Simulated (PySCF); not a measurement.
# C3Si (rhomboidal silicon tricarbide, ground-state isomer): the cost of one run

The runs use PySCF 2.14.0, with density-fitted response routines of our own; the level of theory stands in each step. All values are computed, except where a source is named. Atoms count from 0, in the outputs and in this text.

## (1) The starting structure

4 atoms, charge 0, multiplicity 1; geometry from: GFN2-xTB. The atoms were then displaced at random by about 0.01 Å, so the start is not that level's minimum.

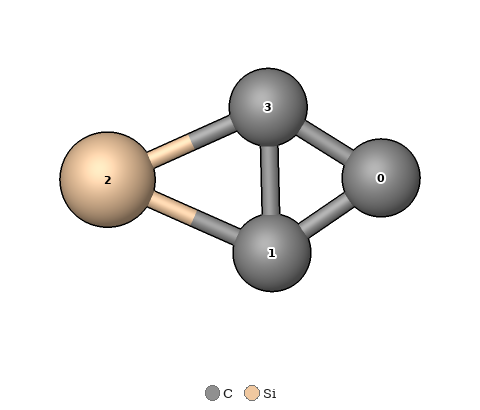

The starting geometry (carbon grey, silicon light orange), atoms numbered.

## (2) Geometry optimisation at PBE0-D3(BJ)/def2-SVP

What the job is given:

```
{"job": {"xc": "PBE0", "basis": "def2-SVP", "d3": "d3bj", "grid": 1, "shake": 0.01, "kind": "geom"}, "charge": 0, "multiplicity": 1}
C     -1.295110    -0.026250    -0.020110
C     -0.146590     0.766820    -0.007700
Si     1.585150     0.001380     0.008300
C     -0.105450    -0.767330    -0.013500
```

Launch:

```
OMP_NUM_THREADS=1 python probes_run.py task.json out
```

This one command runs all jobs of the session in turn.

**Question.** How long does this first job take on 1 thread of Arm Neoverse V2, shared host, and how much memory does it need?

About 5.2 s, with a peak of 0.29 GiB.
